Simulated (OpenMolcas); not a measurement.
# Cl2 (chlorine): OLYP/def2-TZVP

What is the vertical ionisation energy of Cl2 (chlorine) at OLYP/def2-TZVP? 

Program for the calculation: OpenMolcas 26.06.

### 1 The molecule

Cl2: 2 atoms, total charge 0, spin state singlet. SMILES: `ClCl`. The shape is that of a GFN2-xTB optimisation.

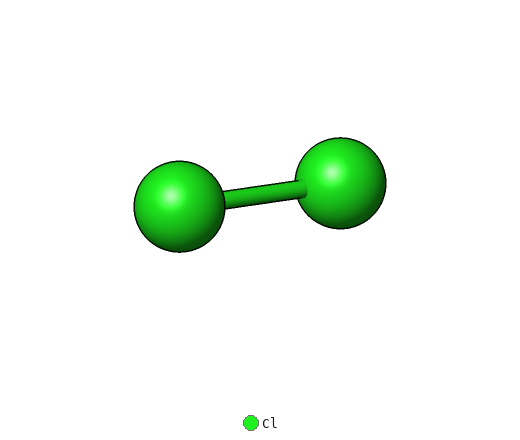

Viewed from a chosen angle; chlorine green.

### 2 A single-point energy at OLYP/def2-TZVP

job.input reads:

```
* Cl2 Kohn-Sham DFT

&GATEWAY
 BASLIB=$CurrDir
 COORD
 2
 bohr
 Cl     1.62488101    -0.54104749     0.83310466
 Cl    -1.62488101     0.54104749    -0.83310466
 BASIS=def2-TZVP
 GROUP=NoSym

&SEWARD
 GRIDINPUT
 Grid=Fine
 End of Grid

&SCF
 KSDFT=OLYP
 PRORBITALS=0
```

The basis set def2-TZVP is read from a file made from the Basis Set Exchange's data (not shown).

Command:

```console
$ export MOLCAS_MEM=1860
$ pymolcas job.input > job.log
```

Standard output:

```text
--- Start Module: gateway ---
[...]
--- Stop Module: gateway /rc=_RC_ALL_IS_WELL_ ---
--- Start Module: seward ---
[...]
      Basis functions           74
--- Stop Module: seward /rc=_RC_ALL_IS_WELL_ ---
[...]
--- Start Module: scf ---
[...]
       Convergence after   9 Iterations
[...]
::    Total KS-DFT energy                            -920.4376428626
[...]
      Total spin, S                                     0.0000000000
[...]
      Total electronic charge=   34.000000
      Total            charge=   -0.000000
[...]
      Dipole Moment (debye):
      Origin of the operator (angstrom)=   -0.0000   -0.0000    0.0000
                   X= -2.1065E-14               Y= -1.0574E-13               Z= -2.2436E-13           Total=  2.4892E-13
      Quadrupole Moment (debye*angstrom):
[...]
--- Stop Module: scf /rc=_RC_ALL_IS_WELL_ ---
[...]
```

It took 4.5 s on 1 thread of Arm Neoverse V1, shared host; peak memory 0.43 GiB.

### 3 The doublet cation, same level

job.input reads:

```
>>> EXPORT MOLCAS_PRINT=2
&GATEWAY
BasLib=$CurrDir
Coord
2
bohr
Cl     1.62488101    -0.54104749     0.83310466
Cl    -1.62488101     0.54104749    -0.83310466
Basis=def2-TZVP
Group=NoSym
&SEWARD
GridInput
Grid=Fine
End of Grid
&SCF
UHF
Charge=1
Spin=2
KSDFT=OLYP
PrOrbitals=0
```

The basis set def2-TZVP is read from a file made from the Basis Set Exchange's data (not shown).

Command:

```console
$ export MOLCAS_MEM=1860
$ pymolcas job.input > job.log
```

Standard output:

```text
--- Start Module: gateway ---
[...]
--- Stop Module: gateway /rc=_RC_ALL_IS_WELL_ ---
--- Start Module: seward ---
[...]
      Basis functions           74
--- Stop Module: seward /rc=_RC_ALL_IS_WELL_ ---
[...]
--- Start Module: scf ---
[...]
       Convergence after  31 Iterations
[...]
::    Total KS-DFT energy                            -920.0288863412
[...]
      Total spin, S                                     0.5011061632
[...]
      Total electronic charge=   33.000000
      Total            charge=    1.000000
[...]
      Dipole Moment (debye):
      Origin of the operator (angstrom)=   -0.0000   -0.0000    0.0000
                   X= -4.9556E-05               Y=  1.6501E-05               Z= -2.5408E-05           Total=  5.8083E-05
      Center of Charge (angstrom)
[...]
--- Stop Module: scf /rc=_RC_ALL_IS_WELL_ ---
[...]
```

Run time: 11 s. Hardware: 1 thread of Arm Neoverse V1, shared host; peak memory 0.43 GiB.

### 4 What came out

At OLYP/def2-TZVP:

```
                                          quantity          value
                         singlet Cl2: total energy  -920.43764 Eh
                        singlet Cl2: dipole moment         0.00 D
                          singlet Cl2: HOMO energy       -7.17 eV
                          singlet Cl2: LUMO energy       -4.22 eV
                        singlet Cl2: HOMO–LUMO gap        2.95 eV
                      doublet cation: total energy  -920.02889 Eh
doublet cation: HOMO energy (highest over α and β)      -15.19 eV
 doublet cation: LUMO energy (lowest over α and β)      -15.09 eV
                              doublet cation: ⟨S²⟩          0.752
vertical ionisation energy (to the doublet cation)      11.123 eV
```

**Reading.** Removing an electron at fixed nuclei costs 11.12 eV (256 kcal/mol). −ε(HOMO) before ionisation, 7.17 eV, is 3.95 eV below this ionisation energy.
